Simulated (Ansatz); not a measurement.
**Al2H4NO (charge −1): density, localisation and related maps**

```csv
atom,x (Å),y (Å),z (Å)
Al,-0.0789,1.5070,0.2588
Al,0.3819,-0.8905,-0.4761
N,0.9940,0.8663,-1.0029
O,-0.6660,-0.0307,0.7776
H,-0.4686,-1.6948,-1.6112
H,1.5267,-1.8568,0.1677
H,1.6404,1.2131,-1.6965
H,-0.4480,2.9609,0.8048
```

Geometry: B3LYP-D3(BJ)/def2-SVPD.

Computed with isolated molecule in a Gaussian basis; Kohn-Sham density functional theory, functional PBE0 in Ansatz 0.2.0.

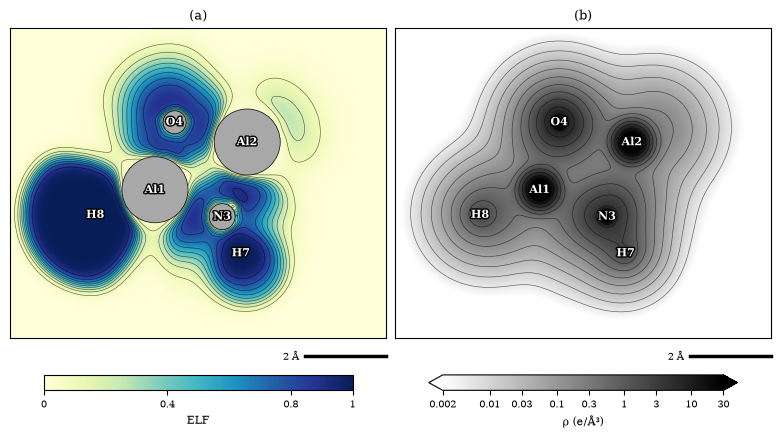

Figure 1. (a) ELF; (b) electron density on the plane of atoms Al2, Al1 and H8. Grey discs cover the atomic cores in the ELF map.

### Read the bonding off the picture.

The plane passes through Al, N, O and H nuclei.
Al–O (1.73 Å): ρ is about 0.88 e/Å³ halfway; the ELF peaks at about 0.85 in the valence shell of O, 0.6 Å from its nucleus, and is about 0.45 at the midpoint.
Al–N (1.78 Å): ρ at the midpoint is about 0.82 e/Å³; the ELF peaks at about 0.85 in the valence shell of N, 0.7 Å from its nucleus, and is about 0.55 at the midpoint.
Al–Al (2.55 Å): the density is about 0.31 e/Å³ at the midpoint; the ELF is about 0.15 at the midpoint.
N–H (1.01 Å): ρ is about 2.8 e/Å³ halfway; the ELF climbs to about 1 towards the hydrogen, as it does in any bond to H (a covalent bond by its length).
Al–O (1.85 Å): ρ at the midpoint is about 0.67 e/Å³; the ELF peaks at about 0.85 in the valence shell of O, 0.6 Å from its nucleus, and is about 0.55 at the midpoint.
The ELF also peaks beside O4, away from the bonds: lone-pair regions.

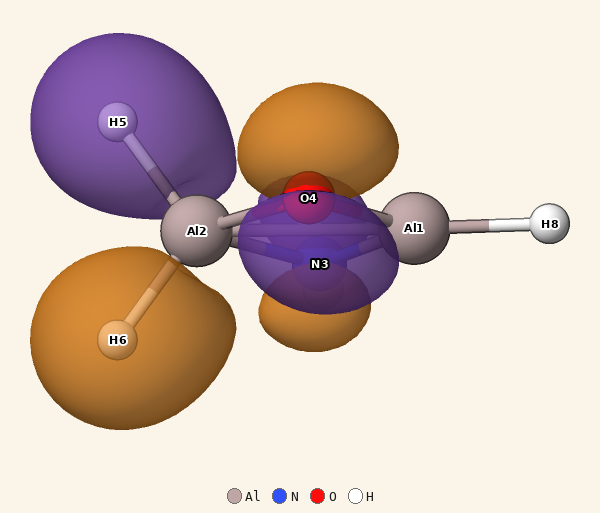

Figure 2. The HOMO−1 at ±0.1 Å⁻³ᐟ² (orange and purple are the two phases), seen from one side.

### Describe this orbital and give its energy.

By Hirshfeld shares it lies mainly on O4 (about 30 %), Al2 (about 20 %), H6 (about 20 %), H5 (about 20 %) and N3 (about 5 %). Its energy is −2.42 eV.

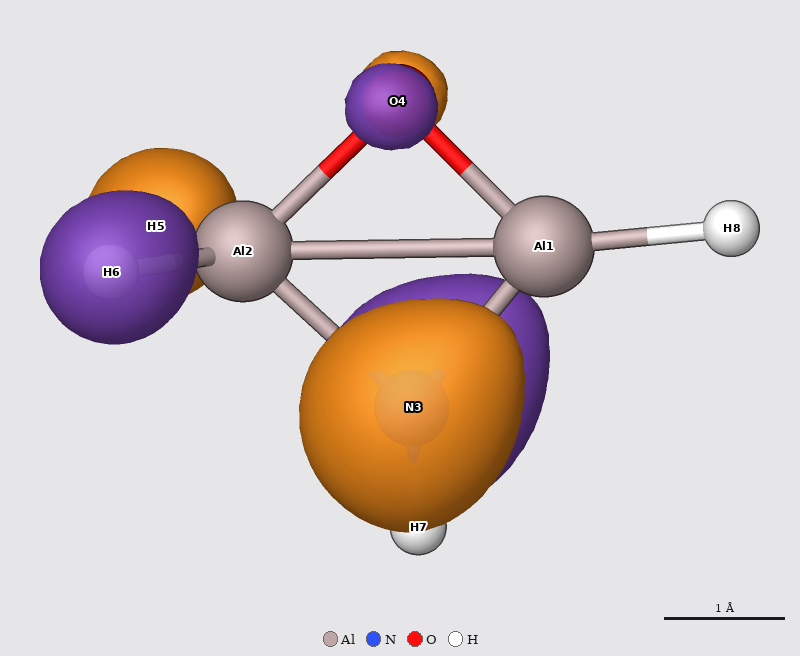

Figure 3. The HOMO at ±0.15 Å⁻³ᐟ² (orange and purple are the two phases), seen at a tilt.

### Where does this orbital lie, and at what energy?

By Hirshfeld shares it lies mainly on N3 (about 50 %), Al1 (about 10 %), H5 (about 10 %) and H6 (about 10 %). Its energy is −1.91 eV.
